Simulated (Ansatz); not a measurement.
Ag (fcc, Cu type), map of one atom of the cell

Ag (fcc, Cu type)

```
CELL_PARAMETERS angstrom
      4.14918     0.00000     0.00000
      0.00000     4.14918     0.00000
      0.00000     0.00000     4.14918
ATOMIC_POSITIONS crystal
  Ag 0.00000 0.00000 0.00000
  Ag 0.50000 0.50000 0.00000
  Ag 0.50000 0.00000 0.50000
  Ag 0.00000 0.50000 0.50000
```

In this cell atom 1 (Ag, nearest neighbour Ag at 2.934 Å; its periodic images, 4.1 Å or more away, move with it) is moved by u·(1.000, 0.000, 0.000) + v·(0.000, 0.000, 1.000); the rest is frozen.

These are PBE (plane waves to 420 eV, PAW, scalar-relativistic; Ansatz, a first-principles code) values and carry that method's errors. k mesh 9×9×9 (Γ-centred), Fermi-Dirac smearing 0.05 eV. The energy includes the smearing's −TS. With partly filled bands, energies and forces of such displacements shift with the k mesh and the smearing. On this mesh the relaxed cell isn't quite at rest: it carries a pressure of -0.1 GPa (compression positive) at the zero of the scan. Ag was relaxed with its symmetry unable to fall. The PAW data are Ansatz's earlier set. The zero of ΔE is the undisplaced structure. Axes are in Å.

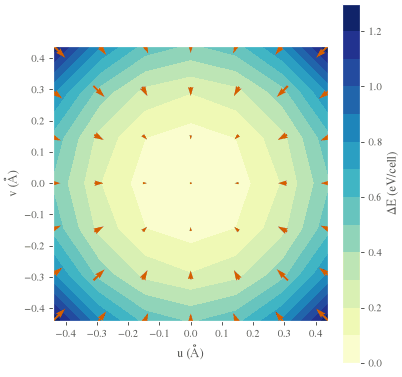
Figure: ΔE (eV/cell) over the plane, with arrows for the in-plane force on the moved atom.

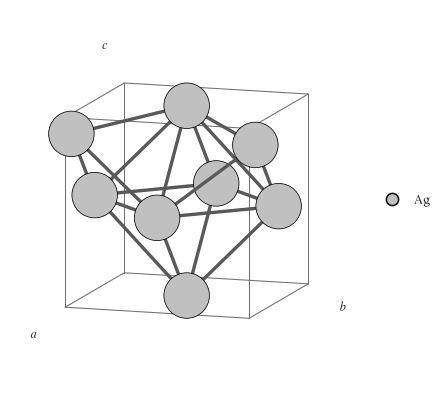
*The cell of the calculation at u = -0.440 Å, v = -0.440 Å.*

Lowest place on the grid: u = 0.000 Å, v = 0.000 Å (0 meV/cell). Centre of the map: a minimum. Principal force constants in the plane (five-point differences of the forces): 4.6 eV/Å², isotropic. Highest place on the grid, met at several equal points: u = -0.440 Å, v = -0.440 Å; u = 0.440 Å, v = -0.440 Å; u = -0.440 Å, v = 0.440 Å; u = 0.440 Å, v = 0.440 Å (1266 meV/cell).

(For displaced atoms, the force is minus the slope of the energy, and its curvature is a force constant, which sets phonon frequencies.)
